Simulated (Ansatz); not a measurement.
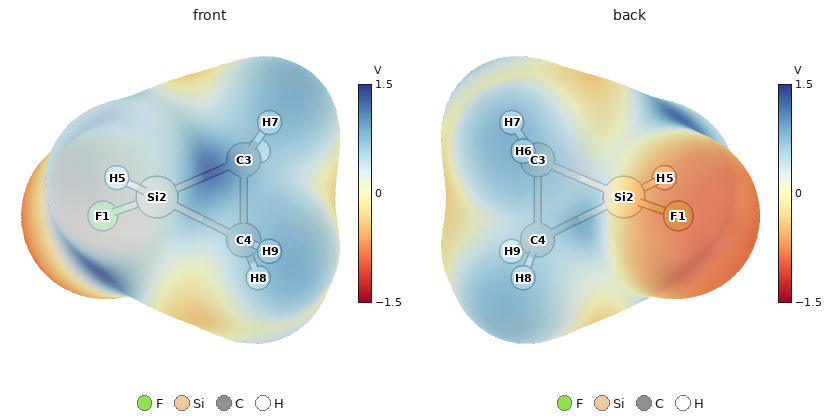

*C2H5FSi. The electrostatic potential painted on the density surface at 0.002 e/bohr³, seen from the front and from behind; red is negative and blue positive.*

Geometry: PBE0-D4/def2-TZVP.

All numbers below come from Ansatz 0.2.0, RKS PBE0-D4/def2-TZVPP.

The calculation's input:

```
crystal:
  periodic: [false, false, false]
  atoms:
    - {symbol: F, position_ang: [-0.543898, -0.479230, -2.229515]}
    - {symbol: Si, position_ang: [-0.374797, 0.402272, -0.910326]}
    - {symbol: C, position_ang: [0.943733, 0.000021, 0.278034]}
    - {symbol: C, position_ang: [-0.517876, -0.387513, 0.723183]}
    - {symbol: H, position_ang: [-0.823172, 1.778135, -1.186950]}
    - {symbol: H, position_ang: [1.602404, -0.842312, 0.088674]}
    - {symbol: H, position_ang: [1.429140, 0.780073, 0.856315]}
    - {symbol: H, position_ang: [-0.706577, -1.454704, 0.791949]}
    - {symbol: H, position_ang: [-0.920457, 0.157059, 1.571637]}
basis:
  gaussian: {orbitals: def2-TZVPP}
hamiltonian: {xc: pbe0, dispersion: d4}
output: {orbitals: {seedname: orbitals}}
```

Command:

```sh
ansatz run in.yaml --threads 2 --pin off --events-out ev --progress --plain --max-ram 4352MiB
```

### Where is the surface potential most negative and most positive?

The most negative region (about −0.9 V) lies over F1, the most positive (about +1.3 V) over Si2.
